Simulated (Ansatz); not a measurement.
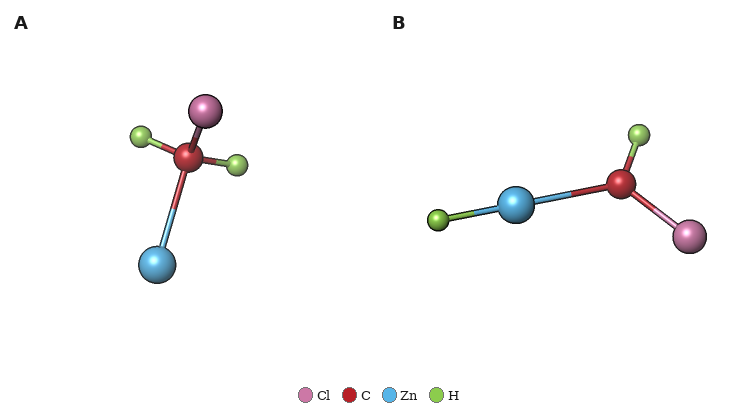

2 stationary structures of one formula. State: charge +1, singlet. Geometries: PBE-D4/def2-SVP. Electronic energies: PBE-D4/def2-SVP (Ansatz 0.2.0), without zero-point energy. No frequency run is at hand to confirm each as a minimum.

Question: Which structure is the most stable?

Answer: A is lowest (Cs); B lies 1.671 eV above it (Cs).
